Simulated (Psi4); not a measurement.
# C2H2Cl2F2 (1,1-dichloro-2,2-difluoroethane) at 3 levels

Wanted: a comparison of 3 runs (DSD-PBEP86/def2-SVP, wB97X-V/def2-SVP, MP3/def2-SVP) of C2H2Cl2F2 (1,1-dichloro-2,2-difluoroethane). 

The calculation is run with Psi4 1.11.

## Step 1: The molecule

C2H2Cl2F2: 8 atoms, total charge 0, spin state singlet. SMILES: `FC(F)C(Cl)Cl`. The C4–Cl5 distance was set to 3.874 Å, away from the relaxed value. At this shape a bond of the SMILES string is far longer than usual.

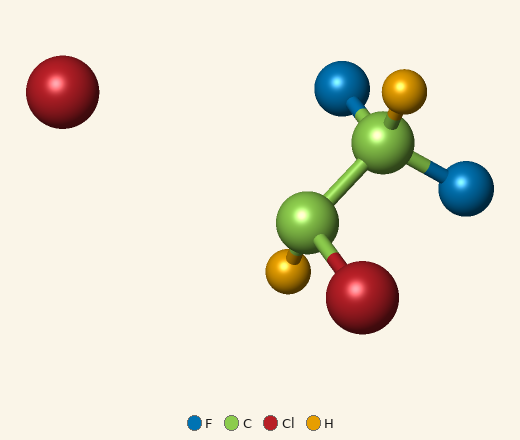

Viewed from a chosen angle; fluorine blue, carbon green, chlorine red, hydrogen amber.

## Step 2: A single-point energy at DSD-PBEP86/def2-SVP (density fitting for correlation) (run 1)

Contents of c2h2cl2f2.xyz:

```xyz
8
C2H2Cl2F2
F      0.012269    -2.358669     2.992755
C      0.276769    -1.532809     1.960255
F      0.890479    -2.261599     1.006195
C     -1.035771    -0.990739     1.406425
Cl    -0.309580     1.248420    -1.669870
Cl    -1.883061    -0.103919     2.669615
H      0.944799    -0.733819     2.294625
H     -1.668621    -1.816309     1.085755
```

Contents of c2h2cl2f2.py:

```python
import psi4

psi4.set_memory(2200000000)
psi4.set_num_threads(1)
psi4.core.set_output_file('output.dat', False)

with open('c2h2cl2f2.xyz') as f:
    atoms = ''.join(f.readlines()[2:])
mol = psi4.geometry('0 1\n' + atoms + 'symmetry c1')

psi4.set_options({
    'basis': 'def2-SVP',
    'puream': True,
    'e_convergence': 1e-09,
    'd_convergence': 1e-08,
    'scf_type': 'pk',
    'dft_radial_points': 99,
    'dft_spherical_points': 590,
    'num_frozen_docc': 14,
})

result, w = psi4.energy("DSD-PBEP86", molecule=mol, return_wfn=True)
print(f'DSD-PBEP86 energy: {result:.10f} Eh')
for k, v in sorted(psi4.core.scalar_variables().items()):
    print(f'{k:45s} {v:18.10f}')
```

On the command line:

```bash
$ python c2h2cl2f2.py
```

output.dat:

```text
[...]
  Running in c1 symmetry.
[...]
  Nuclear repulsion =  315.052269423299606
[...]
  Multiplicity = 1
[...]
  Nalpha       = 33
  Nbeta        = 33
[...]
    Number of basis functions: 102
[...]
   @RKS iter   1: -1194.93918093634397   -4.89766e-01   4.80300e-03 ADIIS/DIIS
[...]
   @RKS iter  23: -1195.13083715888911   -7.04858e-12   2.77030e-09 DIIS
[...]
    Orbital Energies [Eh]
    ---------------------
    Doubly Occupied:
       1A   -103.745506     2A   -103.586003     3A    -25.799366
       4A    -25.787447     5A    -11.102415     6A    -11.070828
       7A    -10.280382     8A    -10.117495     9A     -7.852783
      10A     -7.847823    11A     -7.846286    12A     -7.690413
      13A     -7.684425    14A     -7.684414    15A     -1.563013
      16A     -1.494072    17A     -1.141623    18A     -0.973217
      19A     -0.891396    20A     -0.847987    21A     -0.763391
      22A     -0.743566    23A     -0.715977    24A     -0.640383
      25A     -0.633864    26A     -0.606325    27A     -0.590252
      28A     -0.538350    29A     -0.516261    30A     -0.481053
      31A     -0.352054    32A     -0.351821    33A     -0.309493
[...]
  @RKS Final Energy: -1195.13083715888911
   => Energetics <=
    Nuclear Repulsion Energy =            315.0522694232996059
    One-Electron Energy =               -2277.9505382314569033
    Two-Electron Energy =                 792.9750661199860815
    DFT Exchange-Correlation Energy =     -25.2076344707179381
    Empirical Dispersion Energy =           0.0000000000000000
    VV10 Nonlocal Energy =                  0.0000000000000000
    Total Energy =                      -1195.1308371588893351
[...]
 Multipole Moments:
 ------------------------------------------------------------------------------------
     Multipole            Electronic (a.u.)      Nuclear  (a.u.)        Total (a.u.)
 ------------------------------------------------------------------------------------
 L = 1.  Multiply by 2.5417464519 to convert [e a0] to [Debye]
 Dipole X            :         -0.0825535           -0.4770933           -0.5596468
 Dipole Y            :         -0.7335208           -0.1886925           -0.9222133
 Dipole Z            :          1.4320009            0.6100085            2.0420094
 Magnitude           :                                                    2.3094337
[...]
```

The script printed:

```text
DSD-PBEP86 energy: -1195.6534284807 Eh
CURRENT ENERGY                                  -1195.6534284807
CURRENT REFERENCE ENERGY                        -1195.1308371589
DD SOLVATION ENERGY                                 0.0000000000
DFT FUNCTIONAL TOTAL ENERGY                     -1195.1308371589
DFT TOTAL ENERGY                                -1195.6534284807
DFT VV10 ENERGY                                     0.0000000000
DFT XC ENERGY                                     -25.2076344707
DOUBLE-HYBRID CORRECTION ENERGY                    -0.5225913219
DSD-PBEP86 DOUBLE-HYBRID CORRECTION ENERGY         -0.5225913219
DSD-PBEP86 TOTAL ENERGY                         -1195.6534284807
GRID ELECTRONS ALPHA                               32.9999999867
GRID ELECTRONS BETA                                32.9999999867
GRID ELECTRONS TOTAL                               65.9999999734
NUCLEAR REPULSION ENERGY                          315.0522694233
ONE-ELECTRON ENERGY                             -2277.9505382315
PCM POLARIZATION ENERGY                             0.0000000000
PE ENERGY                                           0.0000000000
SCF ITERATION ENERGY                            -1195.1308371589
SCF ITERATIONS                                     23.0000000000
SCF TOTAL ENERGY                                -1195.1308371589
TWO-ELECTRON ENERGY                               792.9750661200
XC GRID RADIAL POINTS                              99.0000000000
XC GRID SPHERICAL POINTS                          590.0000000000
XC GRID TOTAL POINTS                           437305.0000000000
```

Run time: 48 s. Hardware: 1 thread of AMD EPYC 7R43 (Zen 3), shared host; peak memory 0.86 GiB.

## Step 3: The energy at wB97X-V/def2-SVP (run 2)

c2h2cl2f2.xyz is that of step 2.

Contents of c2h2cl2f2.py:

```python
import psi4

psi4.set_memory(2200000000)
psi4.set_num_threads(1)
psi4.set_output_file('c2h2cl2f2.out', False)

with open('c2h2cl2f2.xyz') as f:
    atoms = ''.join(f.readlines()[2:])
mol = psi4.geometry('0 1\n' + atoms + 'symmetry c1')

psi4.set_options({
    'basis': 'def2-SVP',
    'puream': True,
    'e_convergence': 1e-09,
    'd_convergence': 1e-08,
    'scf_type': 'pk',
    'dft_radial_points': 99,
    'dft_spherical_points': 590,
})

energy_value = psi4.energy("wb97x-v", molecule=mol)
print('E =', round(energy_value, 9))
```

On the command line:

```bash
$ python c2h2cl2f2.py
```

c2h2cl2f2.out:

```text
[...]
  Running in c1 symmetry.
[...]
  Nuclear repulsion =  315.052269423299606
[...]
  Multiplicity = 1
[...]
  Nalpha       = 33
  Nbeta        = 33
[...]
    Number of basis functions: 102
[...]
   @RKS iter   1: -1196.35544160249174   -4.39627e-01   5.02150e-03 DIIS/ADIIS
[...]
   @RKS iter  23: -1196.56402132844391   -2.70575e-11   4.48809e-09 DIIS
[...]
    Orbital Energies [Eh]
    ---------------------
    Doubly Occupied:
       1A   -101.588142     2A   -101.435901     3A    -24.824928
       4A    -24.813369     5A    -10.502180     6A    -10.466977
       7A     -9.651485     8A     -9.496437     9A     -7.413496
      10A     -7.405077    11A     -7.401717    12A     -7.260053
      13A     -7.248165    14A     -7.248151    15A     -1.419525
      16A     -1.351245    17A     -1.078814    18A     -0.918287
      19A     -0.845758    20A     -0.806747    21A     -0.724598
      22A     -0.706516    23A     -0.682590    24A     -0.615751
      25A     -0.586513    26A     -0.570368    27A     -0.556794
      28A     -0.519527    29A     -0.514249    30A     -0.478135
      31A     -0.360948    32A     -0.360751    33A     -0.334927
[...]
  @RKS Final Energy: -1196.56402132844391
   => Energetics <=
    Nuclear Repulsion Energy =            315.0522694232996059
    One-Electron Energy =               -2278.3098141144782858
    Two-Electron Energy =                 832.1278259477415986
    DFT Exchange-Correlation Energy =     -65.7058722499263439
    Empirical Dispersion Energy =           0.0000000000000000
    VV10 Nonlocal Energy =                  0.2715696649194516
    Total Energy =                      -1196.5640213284439142
[...]
 Multipole Moments:
 ------------------------------------------------------------------------------------
     Multipole            Electronic (a.u.)      Nuclear  (a.u.)        Total (a.u.)
 ------------------------------------------------------------------------------------
 L = 1.  Multiply by 2.5417464519 to convert [e a0] to [Debye]
 Dipole X            :         -0.0422803           -0.4770933           -0.5193736
 Dipole Y            :         -0.7032879           -0.1886925           -0.8919805
 Dipole Z            :          1.3293128            0.6100085            1.9393213
 Magnitude           :                                                    2.1968944
[...]
```

On the terminal:

```text
E = -1196.564021328
```

It took 3.7 min on 1 thread of AMD EPYC 7R43 (Zen 3), shared host; peak memory 0.98 GiB.

## Step 4: The energy at MP3/def2-SVP (run 3)

Contents of c2h2cl2f2.json:

```json
{
 "schema_name": "qcschema_input",
 "schema_version": 1,
 "molecule": {
  "schema_name": "qcschema_molecule",
  "schema_version": 2,
  "symbols": ["F", "C", "F", "C", "Cl", "Cl", "H", "H"],
  "geometry": [0.02318505, -4.45723843, 5.65548731, 0.52301761, -2.89658921, 3.70434508, 1.68276143, -4.27380271, 1.90143298, -1.95732352, -1.87222537, 2.65775806, -0.58502141, 2.35917189, -3.15559696, -3.55846957, -0.19637845, 5.04484121, 1.78541135, -1.38671694, 4.33621281, -3.1532367, -3.43232657, 2.05177959],
  "molecular_charge": 0,
  "molecular_multiplicity": 1,
  "fix_symmetry": "c1"
 },
 "driver": "energy",
 "model": {
  "method": "mp3",
  "basis": "def2-SVP"
 },
 "keywords": {
  "puream": true,
  "e_convergence": 1e-09,
  "d_convergence": 1e-08,
  "scf_type": "pk",
  "num_frozen_docc": 14,
  "mp_type": "conv"
 }
}
```

On the command line:

```bash
$ psi4 --qcschema c2h2cl2f2.json -n 1 --memory 2200MB
```

stdout:

```text
[...]
  Running in c1 symmetry.
[...]
  Nuclear repulsion =  315.052269480358461
[...]
  Multiplicity = 1
[...]
  Nalpha       = 33
  Nbeta        = 33
[...]
    Number of basis functions: 102
[...]
   @RHF iter   1: -1193.81979984083364   -6.37816e-01   5.34570e-03 DIIS/ADIIS
[...]
   @RHF iter  21: -1194.02574270273317   -1.68257e-11   5.09471e-09 DIIS
[...]
    Orbital Energies [Eh]
    ---------------------
    Doubly Occupied:
       1A   -104.908939     2A   -104.716187     3A    -26.371059
       4A    -26.357011     5A    -11.491301     6A    -11.470754
       7A    -10.670109     8A    -10.473587     9A     -8.144669
      10A     -8.141459    11A     -8.140777    12A     -7.948134
      13A     -7.945365    14A     -7.945358    15A     -1.706852
      16A     -1.636385    17A     -1.245715    18A     -1.070806
      19A     -0.956944    20A     -0.935736    21A     -0.847583
      22A     -0.822218    23A     -0.799189    24A     -0.727728
      25A     -0.712775    26A     -0.690171    27A     -0.654683
      28A     -0.610055    29A     -0.568532    30A     -0.538444
      31A     -0.379394    32A     -0.379146    33A     -0.318464
[...]
  @RHF Final Energy: -1194.02574270273317
   => Energetics <=
    Nuclear Repulsion Energy =            315.0522694803584614
    One-Electron Energy =               -2277.5049667577277432
    Two-Electron Energy =                 768.4269545746360563
    Total Energy =                      -1194.0257427027331687
[...]
 Multipole Moments:
 ------------------------------------------------------------------------------------
     Multipole            Electronic (a.u.)      Nuclear  (a.u.)        Total (a.u.)
 ------------------------------------------------------------------------------------
 L = 1.  Multiply by 2.5417464519 to convert [e a0] to [Debye]
 Dipole X            :         -0.1705492           -0.4770933           -0.6476425
 Dipole Y            :         -1.0127678           -0.1886925           -1.2014603
 Dipole Z            :          1.8620972            0.6100085            2.4721057
 Magnitude           :                                                    2.8238722
[...]
	SCS-MP2 Total Energy (a.u.)        : -1194.96935902233668
	SOS-MP2 Total Energy (a.u.)        : -1194.95985656783819
[...]
	SOS-PI-MP2 Total Energy (a.u.)     : -1195.03171148053843
[...]
	MP2 Total Energy (a.u.)            : -1194.98836393133320
[...]
	SCS-MP3 Total Energy (a.u.)        : -1194.97661112926380
[...]
	MP3 Total Energy (a.u.)            : -1195.01737235904170
[...]
```

The result, in JSON:

```text
{
 "driver": "energy",
 "model": {
  "method": "mp3",
  "basis": "def2-SVP"
 },
 "success": true,
 "return_result": -1195.0173723590417,
 "properties": {
  "calcinfo_nbasis": 102,
  "calcinfo_nmo": 102,
  "calcinfo_nalpha": 33,
  "calcinfo_nbeta": 33,
  "calcinfo_natom": 8,
  "nuclear_repulsion_energy": 315.05226948035846,
  "return_energy": -1195.0173723590417,
  "scf_one_electron_energy": -2277.5049667577277,
  "scf_two_electron_energy": 768.426954574636,
  "scf_dipole_moment": [-0.6476424984627158, -1.2014602920072317, 2.472105660670154],
  "scf_total_energy": -1194.0257427027332,
  "scf_iterations": 21,
  "mp2_same_spin_correlation_energy": -0.24407210159623655,
  "mp2_opposite_spin_correlation_energy": -0.7185491270038399,
  "mp2_singles_energy": 0.0,
  "mp2_doubles_energy": -0.9626212286000765,
  "mp2_correlation_energy": -0.9626212286000282,
  "mp2_total_energy": -1194.9883639313332
 }
}
```

Run time: 27 s. Hardware: 1 thread of AMD EPYC 7R43 (Zen 3), shared host; peak memory 0.79 GiB.

## Step 5: Overview of the runs

```csv
run,level,fitting correlation,frozen core orbitals,energy (Eh),HOMO energy (eV),LUMO energy (eV),HOMO–LUMO gap (eV),wall time
1,DSD-PBEP86/def2-SVP (density fitting for correlation),density fitting,14,-1195.653428,-8.42,-4.85,3.57,48 s
2,wB97X-V/def2-SVP,–,0,-1196.564021,-9.11,-4.63,4.48,3.7 min
3,MP3/def2-SVP,none,14,-1195.017372,-8.67,-3.78,4.88,27 s
```

## Step 6: Outcome

| quantity | value |
| --- | --- |
| run 3: total energy | -1195.01737 Eh |
| run 3: HOMO energy (Hartree–Fock orbitals) | -8.67 eV |
| run 3: LUMO energy (Hartree–Fock orbitals) | -3.78 eV |
| run 3: HOMO–LUMO gap (Hartree–Fock orbitals) | 4.88 eV |
| run 3: correlation energy (14 core orbitals frozen) | -991.6 mEh |

In words: Totals of different functionals can't be ranked against each other. In runs 1, 2, 3 a closed-shell determinant meets a far-stretched bond, which it describes badly. All runs together took 5 min, the longest 3.7 min.
